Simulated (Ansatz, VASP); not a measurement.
# Cross-check of NaCdCuS2 between VASP and Ansatz, part 2 of 2

Wanted: the spread between two codes on one cell, functional and k mesh. The cell is invented: As first built, before any earlier steps moved the atoms: it takes the NaLiCdS2 structure with some of its atoms replaced by other elements, volume scaled by an estimate. It may not be a known or stable phase. The cell comes out of the VASP series on this material, whose earlier steps may have relaxed, scaled or displaced it; both programs get it as it stands.

VASP 6.6.1 and Ansatz 0.2.0.

So far. Step 3 (VASP: band structure, BLYP with D3(BJ)): The run ends at a pressure of 0.00 GPa, with forces up to 0.0063 eV/Å.

## Step 4: Differences

Known differences besides the PAW data sets themselves: the data sets hold 60 valence electrons in Ansatz (default PAW (the set named soft_2) files) and 42 in VASP; the cutoff is 420 eV in Ansatz and 400 eV in VASP; Ansatz makes its cores anew for this functional, VASP keeps those of its PBE data sets; VASP leaves aspherical gradient terms in its spheres out (LASPH is not set), Ansatz keeps them; VASP's log shows a relativistic correction to its local exchange, Ansatz's none. Total energies have different zeros and are not compared.

Compared:

| quantity | Ansatz | VASP | difference |
| --- | --- | --- | --- |
| pressure (GPa) | 0.07 | 0.00 | +0.07 |
| gap over the path points (eV) | 0.251 | 0.280 | -0.029 |

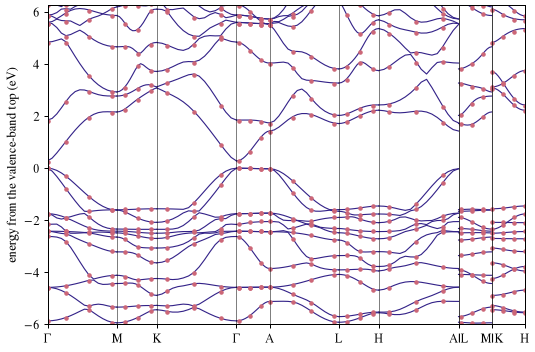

Bands from VASP (lines) and levels from Ansatz (dots). Dots without a line are higher empty bands that the VASP plot leaves out.

Levels at points of the path, from each program's valence-band top (eV; 4 filled, then empty):

| k (reciprocal lattice) | Ansatz | VASP |
| --- | --- | --- |
| 0.000 0.000 0.000 | -1.76 -1.76 0.00 0.00 0.25 1.81 4.82 | -1.75 -1.75 0.00 0.00 0.28 1.85 4.84 |
| 0.133 0.000 0.000 | -1.92 -1.91 -0.80 -0.31 1.01 2.53 4.83 | -1.92 -1.90 -0.79 -0.31 1.03 2.57 4.85 |
| 0.300 0.000 0.000 | -2.30 -1.87 -1.66 -1.09 1.94 2.92 3.52 | -2.29 -1.87 -1.66 -1.09 1.97 2.95 3.55 |
| 0.467 0.000 0.000 | -2.41 -2.32 -1.60 -1.59 2.14 2.76 2.92 | -2.42 -2.33 -1.60 -1.59 2.16 2.77 2.95 |
| 0.467 0.067 0.000 | -2.42 -2.33 -1.68 -1.58 2.24 2.80 3.08 | -2.42 -2.34 -1.68 -1.59 2.27 2.82 3.11 |
| 0.411 0.178 0.000 | -2.46 -2.33 -1.92 -1.56 2.64 3.06 3.92 | -2.46 -2.35 -1.92 -1.57 2.66 3.07 3.95 |
| 0.356 0.289 0.000 | -2.49 -2.33 -2.06 -1.55 2.97 3.18 3.72 | -2.49 -2.35 -2.07 -1.56 2.99 3.19 3.75 |
| 0.289 0.289 0.000 | -2.48 -2.33 -2.02 -1.55 2.87 3.27 3.78 | -2.48 -2.35 -2.02 -1.56 2.89 3.28 3.81 |
| 0.178 0.178 0.000 | -2.42 -1.87 -1.65 -1.33 2.16 3.59 4.06 | -2.43 -1.86 -1.66 -1.33 2.19 3.62 4.09 |
| 0.067 0.067 0.000 | -1.94 -1.88 -0.66 -0.25 0.89 2.40 4.98 | -1.94 -1.88 -0.65 -0.25 0.92 2.44 5.00 |

At this near-relaxed geometry the largest component of a force difference is 45 meV/Å. Among the levels compared (up to four filled and three empty ones at each point), filled levels agree within 17 meV and empty ones within 43 meV. Ansatz's pressure holds a Pulay correction of 0.03 GPa; VASP's holds none.

## Step 5: Further runs

The difference is large enough to ask for its cause, so further runs change the set-up of one program at a time, as the table lists.

| run | r.m.s. force difference (meV/Å) |
| --- | --- |
| as above | 16 |
| cores kept as stored, as VASP does | 16 |
| Ansatz's larger PAW set (cutoff 1050 eV) | 16 |
| norm-conserving potentials (cutoff 1252 eV) | 15 |

## Step 6: Ansatz: single point, BLYP with D3(BJ)

With cell and atoms fixed, the geometry can't cause a difference; cores, projectors, grids and the points listed under the comparison can.

The cell comes out of the VASP series on this material, whose earlier steps may have relaxed, scaled or displaced it; both programs get it as it stands.

File input.yaml:

```yaml
crystal:
  lattice:
    - [3.9446694718, 0.0, 0.0]
    - [-1.9723347359, 3.4161833978, 0.0]
    - [0.0, 0.0, 7.1372133519]
  atoms:
    - { symbol: Cd, position: [0.0, 0.0, 0.3735315838] }
    - { symbol: Cu, position: [0.66666667, 0.33333333, 0.7092428059] }
    - { symbol: S, position: [0.66666667, 0.33333333, 0.2075360212] }
    - { symbol: S, position: [0.0, 0.0, 0.7282440751] }
    - { symbol: Na, position: [0.33333333, 0.66666667, 0.9814465139] }
hamiltonian:
  xc: blyp
  pseudopotentials: { kind: paw }
  dispersion: d3bj
kpoints:
  mp_grid: { grid: [8, 8, 4] }
scf:
  occupations: { method: tetrahedron }
output:
  forces: true
  stress: true
```

Command:

```bash
$ ansatz run input.yaml --threads 2 --pin off --max-ram 4608MiB --backend cpu --events-out ev --progress --plain --runs-dir out
```

Numbers of over 12 decimals in the logs are rounded to 6 here.

Output:

```text
Warning: output.forces, output.stress, relax.cell or npt_langevin: where a Kohn–Sham band that disperses or a degenerate level is filled in part under the method tetrahedron, the forces or the stress that this run publishes need not agree with its energy (scf.occupations.method in the input reference, under Limitations); prefer a smearing scheme for the forces or the stress
[...]
k-point 0: bands = [... 26 lower, 7.5842, 7.5842, 9.3366, 9.3366, 9.5910, 11.1460, 14.1556, 14.8923, ... 2 higher]
  k-point 1: bands = [... 26 lower, 7.5952, 7.5952, 9.3264, 9.3264, 10.1121, 11.1416, 13.7353, 14.8604, ... 2 higher]
  k-point 2: bands = [... 26 lower, 7.6060, 7.6060, 9.3160, 9.3160, 10.7270, 11.0393, 13.3579, 14.8224, ... 2 higher]
  k-point 34: bands = [... 26 lower, 6.9185, 7.2877, 7.5828, 7.8689, 11.4782, 11.7251, 13.2486, 14.3750, ... 2 higher]
[key lines of the parts left out:]
SCF converged after 9 iterations
Free energy (F): -18214.074456 eV
Fermi energy:    9.336635 eV
P = ⅓ Tr σ = 0.0720 GPa (0.720 kbar)
```

The job ended after 5.1 s (2 threads of Arm Neoverse V2, shared host; peak memory 0.4 GiB; 10 s of CPU time).

The run ends at a pressure of 0.07 GPa, with forces up to 0.050 eV/Å.

## Step 7: VASP: single point, BLYP with D3(BJ)

The same cell, functional (in two slightly different forms), mesh and smearing now go to VASP, with its own data sets and cutoff.

File INCAR:

```
SYSTEM = NaCdCuS2
PREC = Accurate
ENCUT = 400
EDIFF = 1E-06
NELM = 100
ISMEAR = -5
SIGMA = 0.05
LREAL = .FALSE.
ALGO = Normal
GGA = B5
ALDAX = 1
AGGAX = 1
AGGAC = 1
ALDAC = 0
IVDW = 12
VDW_S6 = 1
VDW_S8 = 2.6996
VDW_A1 = 0.4298
VDW_A2 = 4.2359
NBANDS = 36
LORBIT = 11
LWAVE = .FALSE.
LCHARG = .FALSE.
KPAR = 2
NEDOS = 2001
```

File POSCAR:

```
NaCdCuS2
1.0
    3.9446694718      0.0000000000      0.0000000000
   -1.9723347359      3.4161833978      0.0000000000
    0.0000000000      0.0000000000      7.1372133519
Cd Cu S Na
1 1 2 1
Direct
    0.0000000000      0.0000000000      0.3735315838
    0.6666666700      0.3333333300      0.7092428059
    0.6666666700      0.3333333300      0.2075360212
    0.0000000000      0.0000000000      0.7282440751
    0.3333333300      0.6666666700      0.9814465139
```

File KPOINTS:

```
Automatic mesh
0
Gamma
8 8 4
0 0 0
```

PAW data sets: Cd, Cu, S and Na_pv (PBE family, release 64).

Command:

```bash
$ mpirun -np 2 vasp_std
```

Output:

```text
[banner, memory and clock lines left out]
running    2 mpi-ranks, on    1 nodes
[...]
[... a notice as in an earlier step ...]

 LDA part: xc-table for (Slater(with rela. corr.)+VWN5), standard interpolation
 POSCAR, INCAR and KPOINTS ok, starting setup
[...]
entering main loop
       N       E                     dE             d eps       ncg     rms          rms(c)
DAV:   1     0.360156698301E+03    0.36016E+03   -0.16437E+04  2524   0.112E+03
DAV:   2     0.186209518472E+02   -0.34154E+03   -0.31884E+03  2592   0.320E+02
DAV:   3    -0.154231192684E+02   -0.34044E+02   -0.33135E+02  3032   0.108E+02
DAV:   4    -0.167389502593E+02   -0.13158E+01   -0.13095E+01  3092   0.207E+01
[...]
DAV:  13    -0.147740969313E+02   -0.14129E-04   -0.72474E-05  3648   0.113E-01    0.141E-02
DAV:  14    -0.147740963308E+02    0.60042E-06   -0.17035E-05  3504   0.755E-02    0.546E-03
DAV:  15    -0.147740965807E+02   -0.24986E-06   -0.24401E-06  2424   0.105E-02
   1 F= -.18594612E+02 E0= -.18594612E+02  d E =0.000000E+00
```

Parts of OUTCAR (step 7):

```text
 Edisp (eV)   -3.82052

  Total      -0.00076    -0.00076     0.00249     0.00000     0.00000     0.00000
  in kB      -0.01258    -0.01258     0.04151     0.00000     0.00000     0.00000
  external pressure =        0.01 kB  Pullay stress =        0.00 kB

 POSITION                                       TOTAL-FORCE (eV/Angst)
 -----------------------------------------------------------------------------------
      0.00000      0.00000      2.66597        -0.000000     -0.000000     -0.008451
      1.97233      1.13873      5.06202         0.000000     -0.000000      0.001197
      1.97233      1.13873      1.48123         0.000000     -0.000000      0.005139
      0.00000      0.00000      5.19763        -0.000000     -0.000000      0.003427
     -0.00000      2.27746      7.00479         0.000000      0.000000     -0.001311
 -----------------------------------------------------------------------------------
    total drift:                               -0.000008     -0.000008     -0.001210

  FREE ENERGIE OF THE ION-ELECTRON SYSTEM (eV)
  ---------------------------------------------------
  free  energy   TOTEN  =       -18.5946115889 eV

  energy  without entropy=      -18.5946115889  energy(sigma->0) =      -18.59461159

[... 1 part as in an earlier step ...]

[... 2 further parts left out ...]
[key lines of the parts left out:]
E-fermi :   4.5498
```

The run ends at a pressure of 0.00 GPa, with forces up to 0.0085 eV/Å.

## Step 8: Side by side

Compared:

| quantity | Ansatz | VASP | difference |
| --- | --- | --- | --- |
| pressure (GPa) | 0.07 | 0.00 | +0.07 |
| gap on the k mesh (eV) | 0.254 | 0.283 | -0.029 |

At this near-relaxed geometry the largest component of a force difference is 45 meV/Å. Ansatz's pressure holds a Pulay correction of 0.03 GPa; VASP's holds none.

## Step 9: Further runs

The difference is large enough to ask for its cause, so further runs change the set-up of one program at a time, as the table lists.

| run | r.m.s. force difference (meV/Å) |
| --- | --- |
| as above | 16 |
| cores kept as stored, as VASP does | 16 |
| Ansatz's larger PAW set (cutoff 1050 eV) | 16 |
| norm-conserving potentials (cutoff 1252 eV) | 15 |

## Step 10: What came out

| Property | Result |
| --- | --- |
| r.m.s. force difference (band structure, BLYP with D3(BJ)) | 16 meV/Å |
| r.m.s. force difference (single point, BLYP with D3(BJ)) | 16 meV/Å |

The r.m.s. force difference is 16 meV/Å (single point, BLYP with D3(BJ)), beyond the 12 meV/Å picked in this series as the mark of a large difference. For band structure, BLYP with D3(BJ): no further run halves the r.m.s. force difference; only Ansatz's side was varied, and Ansatz's runs with other potentials lie closer to each other than to VASP, which for this quantity points to VASP's side; this was not tested here. For single point, BLYP with D3(BJ): no further run halves the r.m.s. force difference; only Ansatz's side was varied, and Ansatz's runs with other potentials lie closer to each other than to VASP, which for this quantity points to VASP's side; this was not tested here. How closely two codes agree says nothing of how well the functional describes the real material.

[Lines on the potential files, build, host, timing and source positions are cut from VASP's logs without a mark.]

[Logs are printed without paths, hosts, clocks, repeated set-up lines and the standing remarks that a program may print on its own settings, such as how far it seeks lower states.]

[Hosts, paths, dates, database ids (printed as entryN), source tags and the programs' standing remarks are cut or masked in the printed files.]
